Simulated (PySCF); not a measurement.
# C7H5NSi (SMILES C#C/C=C(\C#C)[SiH2]C#N): what the fields show

```csv
atom,x (Å),y (Å),z (Å)
C,-2.8210,1.9280,0.3804
C,-1.9733,1.2821,-0.1771
C,-0.9914,0.5213,-0.8299
C,-0.0682,-0.2185,-0.1799
C,-0.0342,-0.2638,1.2272
C,0.0419,-0.3436,2.4243
Si,1.2278,-1.2476,-1.0915
C,2.8889,-0.5144,-0.6465
N,3.9055,-0.0579,-0.3821
H,-3.5579,2.4949,0.8658
H,-1.0082,0.5511,-1.9124
H,0.0870,-0.3937,3.4709
H,1.2372,-2.6368,-0.6313
H,1.0653,-1.1017,-2.5399
```

Geometry: GFN2-xTB.

These are results of CAM-B3LYP/def2-SVPD, SCF density, gas phase (PySCF), not measurements.

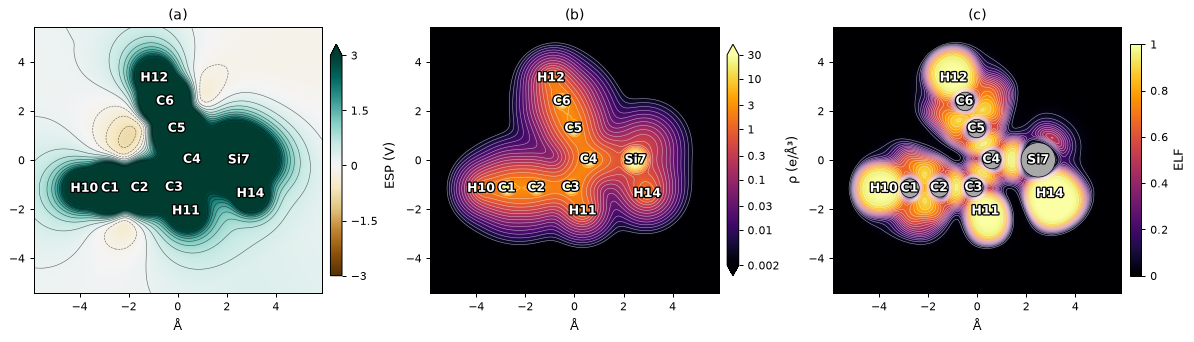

Figure 1. (a) molecular electrostatic potential; (b) total electron density; (c) ELF on the plane of atoms C3, C4 and Si7. Grey discs cover the atomic cores in the ELF map.

### What does the map show?

The plane passes through C, Si and H nuclei.
C–C (1.20 Å): the density is about 2.7 e/Å³ at the midpoint; the ELF peaks at about 0.85 between the atoms; a short, multiple covalent bond.
C–Si (1.89 Å): the density is about 0.95 e/Å³ at the midpoint; the ELF peaks at about 1 between the atoms; localised, covalent bonding.
C–H (1.05 Å): ρ is about 2.1 e/Å³ halfway; the ELF climbs to about 1 towards the hydrogen, as it does in any bond to H: an ordinary covalent bond to hydrogen.
C–C (1.35 Å): ρ is about 2.2 e/Å³ halfway; the ELF peaks at about 0.95 between the atoms: a covalent bond.
Si–H (1.46 Å): ρ is about 0.8 e/Å³ halfway; the ELF climbs to about 1 towards the hydrogen.
Outside the dense part of the molecule the potential is most negative (−0.8 V) near C5.

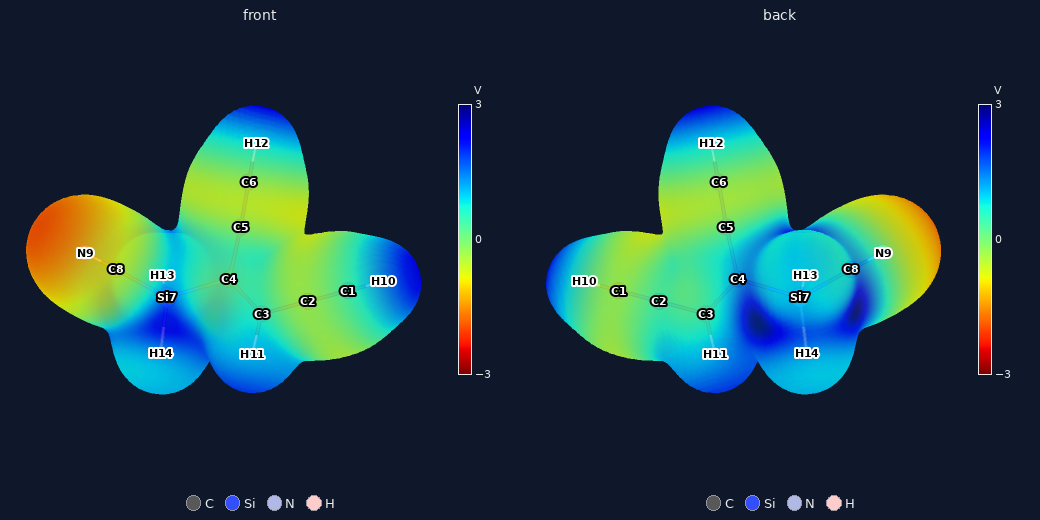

Figure 2. The electrostatic potential painted on the density surface at 0.004 e/bohr³, seen from the front and from behind; red is negative and blue positive.

### Which sites attract a positive test charge, and which a negative one?

A positive charge is drawn to the negative regions and a negative charge to the positive ones. The most negative region (about −2.0 V, or −46 kcal/mol for a unit charge) lies over N9, the most positive (about +2.8 V, or +65 kcal/mol for a unit charge) over Si7. N9 is the likeliest acceptor of a hydrogen bond.
